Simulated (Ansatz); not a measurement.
C3H9BOSi (SMILES BOC1(C)C[SiH2]1)

Input file:

```
crystal:
  periodic: [false, false, false]
  atoms:
    - { symbol: B, position_ang: [1.2623, -1.1126, -1.6114] }
    - { symbol: O, position_ang: [1.3826, -0.3554, -0.3479] }
    - { symbol: C, position_ang: [0.0828, -0.0246, 0.1569] }
    - { symbol: C, position_ang: [-0.86963, 0.47481, -0.85602] }
    - { symbol: C, position_ang: [-0.00186, 0.29896, 1.58802] }
    - { symbol: Si, position_ang: [-0.58829, -1.48104, 1.20165] }
    - { symbol: H, position_ang: [1.2093, -0.4636, -2.6354] }
    - { symbol: H, position_ang: [1.1778, -2.2296, -1.642] }
    - { symbol: H, position_ang: [-1.00301, -0.16196, -1.74554] }
    - { symbol: H, position_ang: [-0.63566, 1.52663, -1.16122] }
    - { symbol: H, position_ang: [-1.96118, 0.57829, -0.39709] }
    - { symbol: H, position_ang: [0.95146, 0.30313, 2.13474] }
    - { symbol: H, position_ang: [-0.86184, 1.01806, 1.88594] }
    - { symbol: H, position_ang: [0.34636, -2.42322, 1.77448] }
    - { symbol: H, position_ang: [-2.04911, -1.53974, 1.36046] }
basis:
  gaussian: { orbitals: def2-SVP }
hamiltonian:
  xc: hf
relax:
  f_tol: 0.015
  max_steps: 40
output:
  orbitals: {}
```

Run with:

```sh
ansatz run input.yaml --threads 2 --pin off --max-ram 3072MiB --backend cpu --events-out ev --progress --plain --runs-dir out
```

The fields are those of the relaxed geometry.

The calculation used RHF/def2-SVP (Ansatz 0.2.0).

Q: Predict the electron density and electron localisation function between the atoms.

A: C–O (1.41 Å): ρ is about 2.1 e/Å³ halfway, with its minimum of 1.7 e/Å³ about 0.5 Å from C; the ELF peaks at about 0.90 between the atoms: a polar covalent bond.
C–Si (1.87 Å): ρ is about 0.89 e/Å³ halfway; the ELF peaks at about 0.90 between the atoms (localised, covalent bonding).

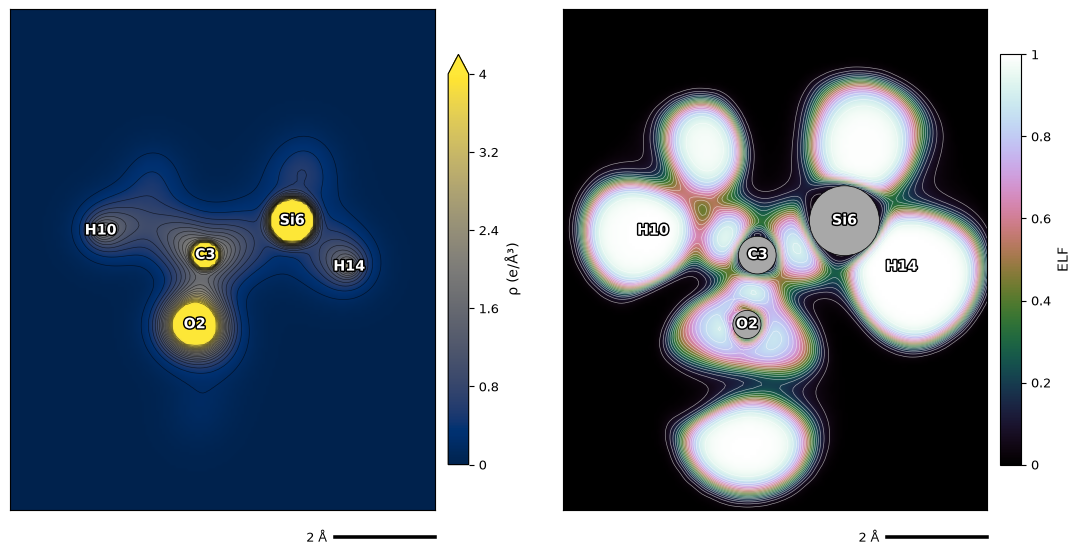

Computed electron density and electron localisation function on the plane of atoms C3, Si6 and H14, in this order. Grey discs cover the atomic cores in the ELF map. 
